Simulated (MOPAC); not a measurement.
Frequency calculation, with input and output: TiNH$_{3}$Cl$_{2}$O (part 1 of 2)

- system: TiNH$_{3}$Cl$_{2}$O, SMILES [NH2][Ti]([OH])([Cl])[Cl]
- method: PM6-D3H4, closed shell, dispersion D3H4 (MOPAC 23.2.5)

The geometry was optimised with PM6-D3H4.

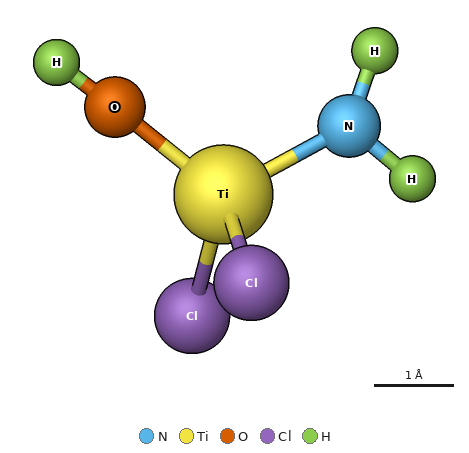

Fig. 1: The structure as given in the input (ball-and-stick view, seen at a tilt). Sticks mark near contacts. Bond lengths as drawn: Cl–Ti 2.21 Å, H–N 1.03 to 1.05 Å, H–O 0.94 Å, N–Ti 1.87 Å and O–Ti 1.77 Å.

### The input (job.mop)
```
PM6-D3H4 THERMO(298,398,100) FORCE AUX(PRECISION=9) THREADS=1
Cl2H3NOTi

N     -0.675443 +1     1.018729 +1     0.749445 +1
Ti     0.099392 +1    -0.212549 +1    -0.428316 +1
O      1.173360 +1    -1.370557 +1     0.378428 +1
Cl    -1.538514 +1    -1.250657 +1    -1.495655 +1
Cl     1.181093 +1     0.929434 +1    -1.985757 +1
H     -0.663953 +1     1.230580 +1     1.752823 +1
H     -1.307913 +1     1.695831 +1     0.255401 +1
H      1.744974 +1    -1.992587 +1     0.782561 +1
```

Command:
```bash
mopac job.mop
```

### Log
```
MOPAC v23.2.5
PM6-D3H4 CALCULATION RESULTS

 *  PM6-D3H4   - CORRECT DISPERSION AND HYDROGEN BOND TERMS USING THE D3H4 METHOD
 *  FORCE      - FORCE CALCULATION SPECIFIED
 *  THREADS=1  - MULTI-THREADING NOT USED
 *  AUX        - OUTPUT AUXILIARY INFORMATION
 *  THERMO     - THERMODYNAMIC QUANTITIES TO BE CALCULATED
PM6-D3H4 THERMO(298,398,100) FORCE AUX(PRECISION=9) THREADS=1
 Cl2H3NOTi

   ATOM   CHEMICAL          X               Y               Z
  NUMBER   SYMBOL      (ANGSTROMS)     (ANGSTROMS)     (ANGSTROMS)

     1       N         -0.67544300  *   1.01872900  *   0.74944500  *
     2      Ti          0.09939200  *  -0.21254900  *  -0.42831600  *
     3       O          1.17336000  *  -1.37055700  *   0.37842800  *
     4      Cl         -1.53851400  *  -1.25065700  *  -1.49565500  *
     5      Cl          1.18109300  *   0.92943400  *  -1.98575700  *
     6       H         -0.66395300  *   1.23058000  *   1.75282300  *
     7       H         -1.30791300  *   1.69583100  *   0.25540100  *
     8       H          1.74497400  *  -1.99258700  *   0.78256100  *

          CARTESIAN COORDINATES

    NO.       ATOM           X           Y           Z

     1         N         -0.6754      1.0187      0.7494
     2        Ti          0.0994     -0.2125     -0.4283
     3         O          1.1734     -1.3706      0.3784
     4        Cl         -1.5385     -1.2507     -1.4957
     5        Cl          1.1811      0.9294     -1.9858
     6         H         -0.6640      1.2306      1.7528
     7         H         -1.3079      1.6958      0.2554
     8         H          1.7450     -1.9926      0.7826

           Empirical Formula: H3 N O Ti Cl2  =     8 atoms

      MOLECULAR POINT GROUP   :   Cs

      RHF CALCULATION, NO. OF DOUBLY OCCUPIED LEVELS = 16

          HEAT OF FORMATION =    -180.850305 KCALS/MOLE

          CARTESIAN COORDINATE DERIVATIVES

   NUMBER  ATOM         X            Y            Z

     1       N      0.000435     0.001424     0.001307
     2      Ti      0.000032    -0.000690     0.000685
     3       O     -0.000010    -0.000159    -0.000150
     4      Cl     -0.000431    -0.000558    -0.000560
     5      Cl      0.000358    -0.000086    -0.000883
     6       H     -0.002260    -0.000409    -0.001926
     7       H      0.001049    -0.000350     0.001372
     8       H      0.000826     0.000828     0.000156

 DIPOLE           X         Y         Z       TOTAL
 POINT-CHG.    -2.028     2.779     0.001     3.441
 HYBRID        -0.526     0.240     0.000     0.578
 SUM           -2.554     3.019     0.001     3.955

          GRADIENT NORM =   0.00449

          TIME FOR SCF CALCULATION =    0.02

          TIME FOR DERIVATIVES     =    0.01

          MOLECULAR WEIGHT =  151.84

          ROTATIONAL CONSTANTS IN CM(-1)

          A =    0.07543086   B =    0.05557488   C =    0.04690635

           PRINCIPAL MOMENTS OF INERTIA IN UNITS OF 10**(-40)*GRAM-CM**2

          A =      371.1048   B =      503.6944   C =      596.7796

          ORIENTATION OF MOLECULE IN FORCE CALCULATION

    NO.       ATOM         X         Y         Z

     1          N      -2.0633    0.3552    0.0001
     2         Ti      -0.1915    0.3552    0.0001
     3          O       0.5072    1.9853    0.0001
     4         Cl       0.4849   -0.8046    1.7598
     5         Cl       0.4850   -0.8042   -1.7600
     6          H      -2.8293    1.0372   -0.0002
     7          H      -2.4597   -0.6171    0.0004
     8          H       0.8987    2.8360    0.0001

    FIRST DERIVATIVES WILL BE USED IN THE CALCULATION OF SECOND DERIVATIVES

          ESTIMATED TIME TO COMPLETE CALCULATION =        1.12 SECONDS

    FOR POINT-GROUP Cs   THERE ARE   2 UNIQUE SYMMETRY FUNCTIONS.

 STEP:   1 TIME =     0.02 SECS, INTEGRAL =      0.02 TIME LEFT: 172799.96
 STEP:   2 TIME =     0.02 SECS, INTEGRAL =      0.03 TIME LEFT: 172799.95
 STEP:   3 TIME =     0.02 SECS, INTEGRAL =      0.05 TIME LEFT: 172799.92
 STEP:   4 TIME =     0.02 SECS, INTEGRAL =      0.07 TIME LEFT: 172799.91
 STEP:   5 TIME =     0.02 SECS, INTEGRAL =      0.09 TIME LEFT: 172799.89
 STEP:   6 TIME =     0.02 SECS, INTEGRAL =      0.11 TIME LEFT: 172799.87
 STEP:   7 TIME =     0.02 SECS, INTEGRAL =      0.12 TIME LEFT: 172799.85
 STEP:   8 TIME =     0.02 SECS, INTEGRAL =      0.14 TIME LEFT: 172799.84
 STEP:   9 TIME =     0.02 SECS, INTEGRAL =      0.16 TIME LEFT: 172799.82
 STEP:  10 TIME =     0.02 SECS, INTEGRAL =      0.17 TIME LEFT: 172799.80
 STEP:  11 TIME =     0.02 SECS, INTEGRAL =      0.19 TIME LEFT: 172799.79
 STEP:  12 TIME =     0.02 SECS, INTEGRAL =      0.21 TIME LEFT: 172799.77
 STEP:  13                       INTEGRAL =      0.21 TIME LEFT: 172799.77
 STEP:  14                       INTEGRAL =      0.21 TIME LEFT: 172799.77
 STEP:  15                       INTEGRAL =      0.21 TIME LEFT: 172799.77
 STEP:  16 TIME =     0.02 SECS, INTEGRAL =      0.23 TIME LEFT: 172799.75
 STEP:  17 TIME =     0.02 SECS, INTEGRAL =      0.24 TIME LEFT: 172799.73
 STEP:  18 TIME =     0.02 SECS, INTEGRAL =      0.27 TIME LEFT: 172799.71
 STEP:  19 TIME =     0.02 SECS, INTEGRAL =      0.28 TIME LEFT: 172799.70
 STEP:  20 TIME =     0.02 SECS, INTEGRAL =      0.30 TIME LEFT: 172799.68
 STEP:  21 TIME =     0.02 SECS, INTEGRAL =      0.32 TIME LEFT: 172799.66
 STEP:  22 TIME =     0.02 SECS, INTEGRAL =      0.34 TIME LEFT: 172799.64
 STEP:  23 TIME =     0.02 SECS, INTEGRAL =      0.35 TIME LEFT: 172799.62
 STEP:  24 TIME =     0.02 SECS, INTEGRAL =      0.37 TIME LEFT: 172799.61

(To convert to Hartree/Bohr^2, multiply by (10^(-21) x N x a0^2)/(4.184 x 627.51) =  0.0642)

           FORCE MATRIX IN MILLIDYNES/ANGSTROM

                  N  1      Ti  2       O  3      Cl  4      Cl  5       H  6
 ------------------------------------------------------------------------------
     N    1   7.933097
    Ti    2   2.403615   6.785456
     O    3   0.214863   3.494160   6.451195
    Cl    4   0.127124   1.324827   0.113629   1.449705
    Cl    5   0.127196   1.323796   0.113703   0.151079   1.449705
     H    6   3.862366   0.403130   0.062725   0.036188   0.035977   4.405516
     H    7   3.553391   0.428552   0.040636   0.046167   0.046162   0.841224
     H    8   0.048906   0.638950   2.936262   0.038222   0.038112   0.013600

                  H  7       H  8
 ------------------------------
     H    7   4.126773
     H    8   0.011880   3.444014

          HEAT OF FORMATION =    -180.850305 KCALS/MOLE

          ZERO POINT ENERGY      21.587 KCAL/MOL

           NORMAL COORDINATE ANALYSIS (Total motion = 1 Angstrom)

   Root No.       1         2         3         4         5         6         7         8

                 1 A"      1 A'      2 A'      2 A"      3 A'      4 A'      3 A"      5 A'

                  89.3      99.9     128.2     143.7     151.5     241.2     252.2     341.7

           1    0.0000    0.0194    0.0703   -0.0000   -0.0238    0.0118   -0.0000   -0.0797
           2    0.0000   -0.0742   -0.0890   -0.0000   -0.0663    0.0997    0.0000   -0.0506
           3   -0.1086   -0.0000   -0.0000    0.1608   -0.0000    0.0000    0.0073   -0.0000
           4    0.0000    0.0147    0.0621    0.0000   -0.0320   -0.0152   -0.0000   -0.0465
           5    0.0000   -0.0594    0.0400    0.0000    0.0283   -0.0011   -0.0000    0.0825
           6   -0.0186   -0.0000    0.0000   -0.0582    0.0000   -0.0000    0.0253    0.0000
           7   -0.0000    0.0843   -0.0261    0.0000    0.1003   -0.0286   -0.0000    0.0474
           8   -0.0000   -0.0930    0.0813   -0.0000   -0.0288   -0.0033   -0.0000    0.0629
           9    0.1685   -0.0000    0.0000    0.0723    0.0000   -0.0000    0.0386    0.0000
          10    0.0446   -0.0353   -0.0515   -0.0419    0.0010    0.0130   -0.0102    0.0379
          11    0.0452    0.0808   -0.0241    0.0315    0.0070   -0.0139    0.0233   -0.0624
          12   -0.0034    0.1181    0.0093   -0.0173   -0.0328    0.0208   -0.0297    0.0899
          13   -0.0446   -0.0353   -0.0515    0.0419    0.0010    0.0130    0.0102    0.0379
          14   -0.0452    0.0808   -0.0241   -0.0315    0.0070   -0.0139   -0.0232   -0.0624
          15   -0.0035   -0.1180   -0.0093   -0.0173    0.0328   -0.0208   -0.0297   -0.0899
          16   -0.0000   -0.0317   -0.0302   -0.0000   -0.1659   -0.2534    0.0000    0.0403
          17   -0.0000   -0.1352   -0.2064   -0.0001   -0.2337   -0.2194    0.0001    0.0983
          18   -0.0095   -0.0000   -0.0001    0.4006   -0.0001   -0.0001   -0.3396    0.0000
          19    0.0000    0.0938    0.2186   -0.0000    0.1810    0.4018   -0.0000   -0.2655
          20    0.0001   -0.1107   -0.1565   -0.0000   -0.1634   -0.0953   -0.0001    0.0434
          21   -0.2988   -0.0000   -0.0000    0.0428   -0.0000   -0.0000    0.4574    0.0000
          22   -0.0000    0.1159   -0.0817   -0.0000    0.1739   -0.0501   -0.0000    0.1214
          23   -0.0001   -0.1073    0.1072   -0.0000   -0.0628    0.0098   -0.0000    0.0305
          24    0.2689   -0.0000    0.0000    0.1548   -0.0000    0.0000    0.0536   -0.0000

   Root No.       9        10        11        12        13        14        15        16

                 4 A"      6 A'      7 A'      5 A"      8 A'      6 A"      9 A'     10 A'

                 376.1     644.4     745.3     762.1     787.6     844.8    1562.4    2454.9

           1    0.0000    0.2410    0.0564   -0.0000   -0.0220    0.0000   -0.0568    0.0003
           2    0.0000   -0.0219    0.0083   -0.0000    0.0038    0.0000   -0.0137   -0.0002
           3    0.0044    0.0000    0.0000    0.0142   -0.0000   -0.0795   -0.0000    0.0000
           4   -0.0000   -0.0740   -0.0568   -0.0000    0.0223   -0.0000    0.0002   -0.0010
           5   -0.0000    0.0278   -0.1066   -0.0000    0.0064   -0.0000    0.0002   -0.0020
           6    0.0890    0.0000   -0.0000    0.0093    0.0000    0.0091   -0.0000   -0.0000
           7    0.0000   -0.0335    0.0914    0.0000   -0.0880    0.0000    0.0007   -0.0214
           8    0.0000   -0.0529    0.2900    0.0000    0.0008    0.0000   -0.0003   -0.0477
           9   -0.0203   -0.0000    0.0001   -0.0726   -0.0000   -0.0112   -0.0000   -0.0000
          10   -0.0214    0.0024   -0.0004    0.0000   -0.0009    0.0001    0.0001   -0.0001
          11    0.0326   -0.0030    0.0034    0.0002    0.0002   -0.0002   -0.0000    0.0002
          12   -0.0524    0.0038   -0.0024   -0.0007   -0.0001   -0.0007    0.0001   -0.0003
          13    0.0214    0.0024   -0.0004   -0.0000   -0.0009   -0.0001    0.0001   -0.0001
          14   -0.0326   -0.0030    0.0034   -0.0002    0.0002    0.0002   -0.0000    0.0002
          15   -0.0524   -0.0038    0.0024   -0.0007    0.0001   -0.0007   -0.0001    0.0003
          16   -0.0000    0.3496    0.0497    0.0000   -0.0357   -0.0000    0.3328    0.0072
          17   -0.0000    0.1173    0.0040    0.0000   -0.0151   -0.0001    0.3425   -0.0082
          18    0.2372    0.0000    0.0000   -0.0850   -0.0000    0.4659    0.0001   -0.0000
          19    0.0000    0.0830    0.0668    0.0000    0.0083   -0.0000    0.4298   -0.0011
          20    0.0001    0.0296   -0.0110    0.0000   -0.0048   -0.0001   -0.1580    0.0084
          21   -0.4086    0.0000    0.0000   -0.0835   -0.0000    0.3417   -0.0000    0.0000
          22    0.0000    0.0995    0.3763   -0.0000    0.7306   -0.0000   -0.0024    0.3823
          23    0.0000   -0.1104    0.1108   -0.0002   -0.3640   -0.0000    0.0041    0.8424
          24   -0.1098   -0.0000    0.0000    0.7339   -0.0000    0.0912   -0.0000    0.0002

   Root No.      17        18

                11 A'     12 A'

                2655.1    2820.2

           1    0.0046    0.0340
           2   -0.0525   -0.0083
           3   -0.0000   -0.0000
           4   -0.0010    0.0009
           5   -0.0005    0.0000
           6   -0.0000   -0.0000
           7    0.0002   -0.0004
           8    0.0000   -0.0007
           9    0.0000   -0.0000
          10    0.0000   -0.0001
          11   -0.0000    0.0001
          12    0.0001   -0.0001
          13    0.0000   -0.0001
          14   -0.0000    0.0001
          15   -0.0001    0.0001
          16   -0.2679   -0.4241
          17    0.1919    0.4430
          18    0.0000    0.0001
          19    0.2467   -0.0868
          20    0.5632   -0.3292
          21    0.0001   -0.0001
          22   -0.0010    0.0040
          23   -0.0009    0.0083
          24    0.0000   -0.0000

           MASS-WEIGHTED COORDINATE ANALYSIS (NORMAL COORDINATES)

   Root No.       1         2         3         4         5         6         7         8

                 1 A"      1 A'      2 A'      2 A"      3 A'      4 A'      3 A"      5 A'

                  89.3      99.9     128.2     143.7     151.5     241.2     252.2     341.7

           1    0.0000    0.0500    0.2730   -0.0000   -0.1163    0.0620   -0.0000   -0.2284
           2    0.0001   -0.1909   -0.3459   -0.0001   -0.3235    0.5228    0.0000   -0.1451
           3   -0.3900   -0.0000   -0.0001    0.5983   -0.0001    0.0001    0.0390   -0.0000
           4    0.0000    0.0699    0.4462    0.0000   -0.2884   -0.1470   -0.0000   -0.2463
           5    0.0000   -0.2825    0.2870    0.0001    0.2554   -0.0104   -0.0001    0.4374
           6   -0.1234   -0.0001    0.0001   -0.4004    0.0000   -0.0000    0.2495    0.0001
           7   -0.0000    0.2315   -0.1085    0.0000    0.5231   -0.1604   -0.0000    0.1453
           8   -0.0001   -0.2555    0.3374   -0.0001   -0.1501   -0.0185   -0.0000    0.1927
           9    0.6469   -0.0001    0.0000    0.2876    0.0000   -0.0000    0.2198    0.0000
          10    0.2550   -0.1445   -0.3181   -0.2480    0.0076    0.1081   -0.0862    0.1729
          11    0.2582    0.3304   -0.1490    0.1863    0.0545   -0.1159    0.1971   -0.2846
          12   -0.0197    0.4829    0.0572   -0.1022   -0.2548    0.1736   -0.2517    0.4099
          13   -0.2550   -0.1445   -0.3180    0.2480    0.0076    0.1082    0.0862    0.1729
          14   -0.2582    0.3306   -0.1490   -0.1863    0.0544   -0.1159   -0.1970   -0.2845
          15   -0.0198   -0.4828   -0.0573   -0.1023    0.2548   -0.1736   -0.2518   -0.4100
          16   -0.0000   -0.0219   -0.0315   -0.0000   -0.2172   -0.3563    0.0000    0.0310
          17   -0.0000   -0.0932   -0.2151   -0.0001   -0.3059   -0.3085    0.0001    0.0756
          18   -0.0091   -0.0000   -0.0001    0.3998   -0.0001   -0.0001   -0.4854    0.0000
          19    0.0000    0.0647    0.2278   -0.0000    0.2370    0.5651   -0.0000   -0.2042
          20    0.0001   -0.0764   -0.1630   -0.0000   -0.2139   -0.1341   -0.0001    0.0334
          21   -0.2879   -0.0000   -0.0000    0.0427   -0.0000   -0.0000    0.6537    0.0000
          22   -0.0000    0.0800   -0.0852   -0.0000    0.2277   -0.0704   -0.0000    0.0933
          23   -0.0001   -0.0740    0.1117   -0.0000   -0.0822    0.0138   -0.0000    0.0235
          24    0.2591   -0.0000    0.0000    0.1545   -0.0000    0.0000    0.0766   -0.0000

   Root No.       9        10        11        12        13        14        15        16

                 4 A"      6 A'      7 A'      5 A"      8 A'      6 A"      9 A'     10 A'

                 376.1     644.4     745.3     762.1     787.6     844.8    1562.4    2454.9
```
